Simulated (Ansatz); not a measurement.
Input file:

```
crystal:
  periodic: [false, false, false]
  atoms:
    - { symbol: Ta, position_ang: [0.0, 0.0, 0.0] }
    - { symbol: Cl, position_ang: [2.82, 0.0, 0.0] }
    - { symbol: O, position_ang: [0.0, 0.0, 2.02] }
    - { symbol: H, position_ang: [-0.2547, -0.9174, 2.3571] }
    - { symbol: O, position_ang: [0.0, 0.0, -2.02] }
    - { symbol: H, position_ang: [-0.6343, -0.71, -2.3571] }
    - { symbol: O, position_ang: [-1.01, 1.7493, 0.0] }
    - { symbol: H, position_ang: [-1.4859, 1.8638, 0.8834] }
    - { symbol: Cl, position_ang: [-1.235, -2.139, 0.0] }
    - { symbol: F, position_ang: [0.7032, -1.8418, -1.0422] }
    - { symbol: H, position_ang: [1.9024, -1.3493, -0.7635] }
basis:
  gaussian: { orbitals: def2-SVP }
hamiltonian:
  xc: pbe
relax:
  f_tol: 0.15
  max_steps: 25
  restrain:
    - { distance: [0, 9], at: 1.93, k: 30.0 }
    - { distance: [10, 1], at: 1.37, k: 30.0 }
    - { distance: [0, 1], at: 3.67, k: 30.0 }
    - { distance: [10, 9], at: 2.12, k: 30.0 }
output:
  orbitals: {}
```

Launched as:

```sh
ansatz run input.yaml --threads 4 --pin off --max-ram 5120MiB --backend cpu --events-out ev --progress --plain --runs-dir out
```

The fields are those of the run's last geometry, not of the input's.

Core potentials replace the inner electrons of Ta; not at a stationary point (largest force 0.8 eV/Å).

All numbers below come from Ansatz, RKS PBE/def2-SVP.

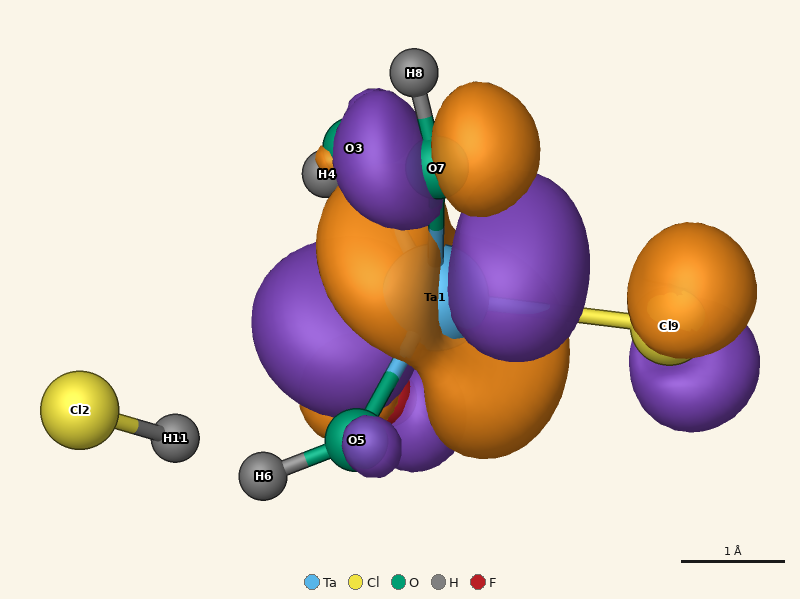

ClFH₃O₃Ta···HCl. One frontier orbital at ±0.1 Å⁻³ᐟ² (orange and purple are the two phases), seen at an oblique angle.

Q: Which orbital is it: HOMO or LUMO?

A: The LUMO, at −2.46 eV. Its weight (Hirshfeld) is mainly on Ta1 (about 65 %), O7 (about 10 %), Cl9 (about 10 %) and F10 (about 10 %).
